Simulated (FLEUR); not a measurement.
# E(M) of MnAu2, part 2 of 2

Wanted: E(M) for MnAu2, with its minima.

FLEUR MaX-R8.1; LDA (VWN); all-electron FLAPW, Dirac cores, scalar-relativistic bands.

So far, magnetization (μB): step 2 (the free run) 3.97; step 4 (with continued, fixed moment 3.572 μB a cell) 3.57.

The database entry behind the starting cell differs from later determinations by our own check (an axis about 1.9 % short against later determinations), so it need not match the best structure at ambient conditions.

## 5. Moment fixed at 4.464 μB

inp.xml reads:

```
<?xml version="1.0" encoding="UTF-8" standalone="no"?>
<fleurInput fleurInputVersion="0.39">
   <comment>
      MnAu2
   </comment>
   <calculationSetup>
      <cutoffs Kmax="3.6" Gmax="10.8" GmaxXC="10.8" numbands="0"/>
      <scfLoop itmax="90" minDistance="0.00002" maxIterBroyd="15" imix="Anderson" alpha="0.05" precondParam="0.0" spinf="2.0" sdNocoIR="T"/>
      <coreElectrons ctail="T" frcor="F" kcrel="0" coretail_lmax="0"/>
      <xcFunctional name="vwn" relativisticCorrections="F"/>
      <magnetism jspins="2" fixed_moment="4.464"/>
      <soc l_soc="F" theta="0.0" phi="0.0" spav="F"/>
      <expertModes spex="0" secvar="F"/>
      <geometryOptimization l_f="F" forcealpha="1.0" forcemix="BFGS" epsdisp="0.00001" epsforce="0.00001"/>
      <ldaU l_linMix="F" mixParam="0.05" spinf="1.0"/>
   </calculationSetup>
   <cell>
      <bzIntegration valenceElectrons="49.0" mode="hist" fermiSmearingEnergy="0.00293995">
         <kPointListSelection listName="default-1"/>
         <xi:include xmlns:xi="http://www.w3.org/2001/XInclude" href="kpts.xml"> </xi:include>
      </bzIntegration>
      <xi:include xmlns:xi="http://www.w3.org/2001/XInclude" href="sym.xml"> </xi:include>
      <bulkLattice scale="1.0">
         <bravaisMatrix>
            <row-1>   -3.1775744785148996     3.1775744785148996     8.1182634312815996</row-1>
            <row-2>    3.1775744785148996    -3.1775744785148996     8.1182634312815996</row-2>
            <row-3>    3.1775744785148996     3.1775744785148996    -8.1182634312815996</row-3>
         </bravaisMatrix>
      </bulkLattice>
   </cell>
   <atomSpecies>
      <species name="Manganese 3.501" element="Mn" atomicNumber="25">
         <mtSphere radius="2.61" gridPoints="863" logIncrement="0.014"/>
         <atomicCutoffs lmax="10" lnonsphr="8"/>
         <electronConfig flipSpins="F">
            <coreConfig>(1s1/2) (2s1/2) (2p1/2) (2p3/2)</coreConfig>
            <valenceConfig>(3s1/2) (3p1/2) (3p3/2) (4s1/2) (3d3/2) (3d5/2)</valenceConfig>
            <stateOccupation state="(3d3/2)" spinUp="1.2505" spinDown="0.7495"/>
            <stateOccupation state="(3d5/2)" spinUp="3.0" spinDown="0.0"/>
         </electronConfig>
         <energyParameters s="4" p="4" d="3" f="4"/>
         <lo type="SCLO" l="0" n="3" eDeriv="0"/>
         <lo type="SCLO" l="1" n="3" eDeriv="0"/>
      </species>
      <species name="Gold (Au)" element="Au" atomicNumber="79">
         <mtSphere radius="2.37" gridPoints="783" logIncrement="0.017"/>
         <atomicCutoffs lmax="8" lnonsphr="6"/>
         <electronConfig flipSpins="F">
            <coreConfig>(1s1/2) (2s1/2) (2p1/2) (2p3/2) (3s1/2) (3p1/2) (3p3/2) (4s1/2) (3d3/2) (3d5/2) (4p1/2) (4p3/2) (5s1/2) (4d3/2) (4d5/2) (4f5/2) (4f7/2)</coreConfig>
            <valenceConfig>(5p1/2) (5p3/2) (6s1/2) (5d3/2) (5d5/2)</valenceConfig>
            <stateOccupation state="(6s1/2)" spinUp="0.500000" spinDown="0.500000"/>
         </electronConfig>
         <energyParameters s="6" p="6" d="5" f="5"/>
         <lo type="SCLO" l="1" n="5" eDeriv="0"/>
      </species>
   </atomSpecies>
   <atomGroups>
      <atomGroup species="Manganese 3.501">
         <relPos label="                   1">.0000000000 .0000000000 .0000000000</relPos>
         <force calculate="T" relaxXYZ="TTT"/>
      </atomGroup>
      <atomGroup species="Gold (Au)">
         <relPos label="                   2">7.000/20.000 7.000/20.000 .0000000000</relPos>
         <relPos label="                   3">-7.000/20.000 -7.000/20.000 .0000000000</relPos>
         <force calculate="T" relaxXYZ="TTT"/>
      </atomGroup>
   </atomGroups>
   <output dos="F" band="F" slice="F">
      <bandDOS minEnergy="-.5*Htr" maxEnergy="0.5*Htr" sigma="0.015" storeEVData="T"/>
      <plotting iplot="0" polar="F">
         <plot TwoD="T" vec1="  1.0  0.0  0.0" vec2="  0.0  1.0  0.0" vec3="  0.0  0.0  1.0" zero="  0.0  0.0  0.0" file="plot"/>
      </plotting>
      <moessbauerParams electricFieldGradient="F" isomerShift="F" coreHyperfine="F" valenceHyperfine="F"/>
   </output>
</fleurInput>
```

Launch:

```bash
> OMP_NUM_THREADS=1 mpirun -n 4 fleur_MPI > fleur.log
```

Output:

```text
[banner, memory and clock lines left out]
Welcome to FLEUR        (www.flapw.de)
      MaX-Release 8.1          (www.max-centre.eu)

 ========== k-point set info ==========
 Selected k-point list: default-1
 k-point list type: mesh
 0 x 0 x 0
 Number of k points: 164

 [... set-up left out ...]
 Iteration:     1   Distance:       2.90661469 me/bohr^3
 Iteration:     2   Distance:       2.77070692 me/bohr^3
 Iteration:     3   Distance:       0.82195591 me/bohr^3
 Iteration:     4   Distance:       0.20689528 me/bohr^3
 Iteration:     5   Distance:       0.15242556 me/bohr^3
[...]
<sumOfEigenvalues value="   -24077.0011771068">
               <coreElectrons value="-24050.1906062820"/>
               <valenceElectrons value="-26.8105708248"/>
            </sumOfEigenvalues>
         [... left out ...]
            <freeEnergy value="-39231.4192343847"/>
            <extrapolationTo0K value="-39231.4188133500"/>
         </totalEnergy>
         <densityConvergence units="me/bohr^3">
            <chargeDensity spin="1" distance="0.0000036067"/>
            <chargeDensity spin="2" distance="0.0000048118"/>
            <overallChargeDensity distance="0.0000044678"/>
            <spinDensity distance="0.0000072361"/>
         </densityConvergence>
      </iteration>
```

Run time: 54 s. Hardware: 4 MPI ranks of Arm Neoverse V1, shared host; peak memory 0.27 GiB.

This step gave:

```yaml
magnetization: 4.464 μB
```

Its energy lies +118.2 meV a cell from the free run's.

## 6. Moment fixed at 2.679 μB

Changes to inp.xml since step 5:

```diff
@@ -10,3 +10,3 @@
       <xcFunctional name="vwn" relativisticCorrections="F"/>
-      <magnetism jspins="2" fixed_moment="4.464"/>
+      <magnetism jspins="2" fixed_moment="2.679"/>
       <soc l_soc="F" theta="0.0" phi="0.0" spav="F"/>
```

Output:

```text
[banner, memory and clock lines left out]
Welcome to FLEUR        (www.flapw.de)
      MaX-Release 8.1          (www.max-centre.eu)

 ========== k-point set info ==========
 Selected k-point list: default-1
 k-point list type: mesh
 0 x 0 x 0
 Number of k points: 164

 [... set-up left out ...]
 Iteration:     1   Distance:      11.38886753 me/bohr^3
 Iteration:     2   Distance:      11.02091679 me/bohr^3
 Iteration:     3   Distance:       8.17172783 me/bohr^3
 Iteration:     4   Distance:       1.19993343 me/bohr^3
 Iteration:     5   Distance:       1.15084331 me/bohr^3
[...]
<sumOfEigenvalues value="   -24078.0468383341">
               <coreElectrons value="-24051.1706292177"/>
               <valenceElectrons value="-26.8762091164"/>
            </sumOfEigenvalues>
         [... left out ...]
            <freeEnergy value="-39231.4036481162"/>
            <extrapolationTo0K value="-39231.4021899907"/>
         </totalEnergy>
         <densityConvergence units="me/bohr^3">
            <chargeDensity spin="1" distance="0.0000062673"/>
            <chargeDensity spin="2" distance="0.0000095640"/>
            <overallChargeDensity distance="0.0000079161"/>
            <spinDensity distance="0.0000141009"/>
         </densityConvergence>
      </iteration>
```

Wall time 82 s (4 MPI ranks); peak memory 0.27 GiB; 5.5 min of CPU time.

Numbers from this step:

| Property | Result |
| --- | --- |
| magnetization | 2.679 μB |

Its energy lies +542.4 meV a cell from the free run's.

## 7. Another try

An input with a fault is tried, to see how the program answers.

inp.xml reads:

```
<?xml version="1.0" encoding="UTF-8" standalone="no"?>
<fleurInput fleurInputVersion="0.39">
   <comment>
      MnAu2
   </comment>
   <calculationSetup>
      <cutoffs Kmax="3.6" Gmax="5.0" GmaxXC="5.0" numbands="0"/>
      <scfLoop itmax="60" minDistance="0.00002" maxIterBroyd="15" imix="Anderson" alpha="0.05" precondParam="0.0" spinf="2.0" sdNocoIR="T"/>
      <coreElectrons ctail="T" frcor="F" kcrel="0" coretail_lmax="0"/>
      <xcFunctional name="vwn" relativisticCorrections="F"/>
      <magnetism jspins="2"/>
      <soc l_soc="F" theta="0.0" phi="0.0" spav="F"/>
      <expertModes spex="0" secvar="F"/>
      <geometryOptimization l_f="F" forcealpha="1.0" forcemix="BFGS" epsdisp="0.00001" epsforce="0.00001"/>
      <ldaU l_linMix="F" mixParam="0.05" spinf="1.0"/>
   </calculationSetup>
   <cell>
      <bzIntegration valenceElectrons="49.0" mode="hist" fermiSmearingEnergy="0.00293995">
         <kPointListSelection listName="default-1"/>
         <xi:include xmlns:xi="http://www.w3.org/2001/XInclude" href="kpts.xml"> </xi:include>
      </bzIntegration>
      <xi:include xmlns:xi="http://www.w3.org/2001/XInclude" href="sym.xml"> </xi:include>
      <bulkLattice scale="1.0">
         <bravaisMatrix>
            <row-1>   -3.1775744785148996     3.1775744785148996     8.1182634312815996</row-1>
            <row-2>    3.1775744785148996    -3.1775744785148996     8.1182634312815996</row-2>
            <row-3>    3.1775744785148996     3.1775744785148996    -8.1182634312815996</row-3>
         </bravaisMatrix>
      </bulkLattice>
   </cell>
   <atomSpecies>
      <species name="Manganese 3.501" element="Mn" atomicNumber="25">
         <mtSphere radius="2.61" gridPoints="863" logIncrement="0.014"/>
         <atomicCutoffs lmax="10" lnonsphr="8"/>
         <electronConfig flipSpins="F">
            <coreConfig>(1s1/2) (2s1/2) (2p1/2) (2p3/2)</coreConfig>
            <valenceConfig>(3s1/2) (3p1/2) (3p3/2) (4s1/2) (3d3/2) (3d5/2)</valenceConfig>
            <stateOccupation state="(3d3/2)" spinUp="1.2505" spinDown="0.7495"/>
            <stateOccupation state="(3d5/2)" spinUp="3.0" spinDown="0.0"/>
         </electronConfig>
         <energyParameters s="4" p="4" d="3" f="4"/>
         <lo type="SCLO" l="0" n="3" eDeriv="0"/>
         <lo type="SCLO" l="1" n="3" eDeriv="0"/>
      </species>
      <species name="Gold (Au)" element="Au" atomicNumber="79">
         <mtSphere radius="2.37" gridPoints="783" logIncrement="0.017"/>
         <atomicCutoffs lmax="8" lnonsphr="6"/>
         <electronConfig flipSpins="F">
            <coreConfig>(1s1/2) (2s1/2) (2p1/2) (2p3/2) (3s1/2) (3p1/2) (3p3/2) (4s1/2) (3d3/2) (3d5/2) (4p1/2) (4p3/2) (5s1/2) (4d3/2) (4d5/2) (4f5/2) (4f7/2)</coreConfig>
            <valenceConfig>(5p1/2) (5p3/2) (6s1/2) (5d3/2) (5d5/2)</valenceConfig>
            <stateOccupation state="(6s1/2)" spinUp="0.500000" spinDown="0.500000"/>
         </electronConfig>
         <energyParameters s="6" p="6" d="5" f="5"/>
         <lo type="SCLO" l="1" n="5" eDeriv="0"/>
      </species>
   </atomSpecies>
   <atomGroups>
      <atomGroup species="Manganese 3.501">
         <relPos label="                   1">.0000000000 .0000000000 .0000000000</relPos>
         <force calculate="T" relaxXYZ="TTT"/>
      </atomGroup>
      <atomGroup species="Gold (Au)">
         <relPos label="                   2">7.000/20.000 7.000/20.000 .0000000000</relPos>
         <relPos label="                   3">-7.000/20.000 -7.000/20.000 .0000000000</relPos>
         <force calculate="T" relaxXYZ="TTT"/>
      </atomGroup>
   </atomGroups>
   <output dos="F" band="F" slice="F">
      <bandDOS minEnergy="-.5*Htr" maxEnergy="0.5*Htr" sigma="0.015" storeEVData="T"/>
      <plotting iplot="0" polar="F">
         <plot TwoD="T" vec1="  1.0  0.0  0.0" vec2="  0.0  1.0  0.0" vec3="  0.0  0.0  1.0" zero="  0.0  0.0  0.0" file="plot"/>
      </plotting>
      <moessbauerParams electricFieldGradient="F" isomerShift="F" coreHyperfine="F" valenceHyperfine="F"/>
   </output>
</fleurInput>
```

crystal.txt reads:

```
MnAu2
&input film=F cartesian=F /
-1.68150000000  1.68150000000  4.29600000000
1.68150000000  -1.68150000000  4.29600000000
1.68150000000  1.68150000000  -4.29600000000
1.8897261246
1.0 1.0 1.0

3
25 0.00000000000  0.00000000000  0.00000000000 : 3.501
79 0.35000000000  0.35000000000  0.00000000000
79 0.65000000000  0.65000000000  0.00000000000

&kpt div1=12 div2=12 div3=12 gamma=T /
```

Launch:

```bash
> OMP_NUM_THREADS=1 inpgen -f crystal.txt > inpgen.log  # inp.xml is then edited as shown
> OMP_NUM_THREADS=1 mpirun -n 4 fleur_MPI > fleur.log
```

Output:

```text
[banner, memory and clock lines left out]
Welcome to FLEUR        (www.flapw.de)
      MaX-Release 8.1          (www.max-centre.eu)

 ========== k-point set info ==========
 Selected k-point list: default-1
 k-point list type: mesh
 0 x 0 x 0
 Number of k points: 164

 ------------Calculation Setup---------------------------
 Number of PE/node        :            4
 Number of OMP-threads    :            1
 k-points in parallel     :            4
 pe's per k-point         :            1
 No of k-point loops      :           41
 Eigenvalue solver        :       lapack
 Number of basis functions:          295
 Approximate size of matrices (H+S) per k-point:         0.001 GB
 Error for k-point            2
 Error for k-point            4
 Error for k-point            1
 Error for k-point            3
**************FLEUR-Error*****************
Error message: Diagonalization via LAPACK failed(zhegvx/dsygvx)
Error number: 430
Error from PE:0/4
Other PEs with error messages:
     1-Diagonalization via LAPACK failed(zhegvx/dsygvx)
     2-Diagonalization via LAPACK failed(zhegvx/dsygvx)
     3-Diagonalization via LAPACK failed(zhegvx/dsygvx)
*****************************************

Memory (rank 0): 0.052 GB (peak 0.052 GB)
```

Run time: 3 s. Hardware: 4 MPI ranks; peak memory 0.19 GiB.

The input passed the program's checks, and the first cycle failed.

The program's message: “Diagonalization via LAPACK failed(zhegvx/dsygvx)”

The fault in the input: a density cutoff under twice Kmax.

The density holds products of basis functions, so Gmax must be at least twice Kmax; three times is usual.

## 8. E(M)

The other moments were run in the same way.

Energy over the lowest against total spin moment:

| total spin moment (μB a cell) | energy over the lowest (meV a cell) |
| --- | --- |
| 0.00 | 1523 |
| 0.89 | 1400 |
| 1.79 | 1055 |
| 2.68 | 542 |
| 3.57 | 62.9 |
| 3.97 | 0 |
| 4.46 | 118 |
| 5.36 | 861 |

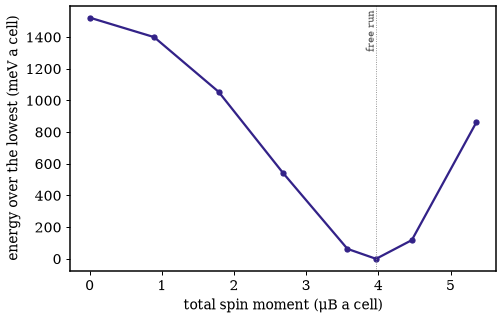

Energy over the lowest, plotted against total spin moment.

Moment, largest sphere moment against total spin moment:

| total spin moment (μB a cell) | moment, largest sphere moment (μB) |
| --- | --- |
| 0.00 | 0 |
| 0.89 | 1.01 |
| 1.79 | 1.98 |
| 2.68 | 2.87 |
| 3.57 | 3.59 |
| 3.97 | 3.81 |
| 4.46 | 4.03 |
| 5.36 | 4.38 |

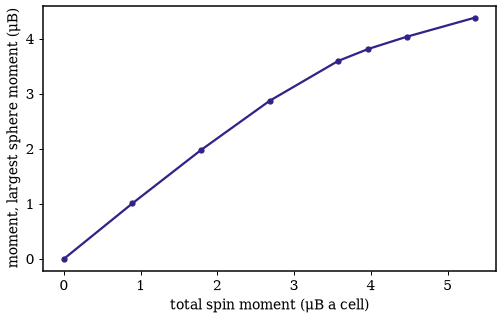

Moment, largest sphere moment, plotted against total spin moment.

## 9. What came out

```json
{
 "moment of the free run": "3.97 μB a cell",
 "moment of the lowest point": "3.97 μB a cell",
 "energy of the spinless run": "1523 meV a cell over the lowest"
}
```

In words: The lowest point lies 1523 meV a cell under the spinless run, in free energy at a smearing of 0.08 eV. The point at zero is the spinless run. Opposed orders, which also have no total moment, were not run.

[Logs and program files are shortened in this print: banners, set-up blocks, solver, clock and traceback lines can be left out without a mark of their own.]

[Logs are printed without paths, hosts, clocks, repeated set-up lines and the standing remarks that a program may print on its own settings, such as how far it seeks lower states.]

[Hosts, paths, dates, database ids (printed as entryN), source tags and the programs' standing remarks are cut or masked in the printed files.]

[Where a cell is said to come from a database of computed structures, the database is the Materials Project.]
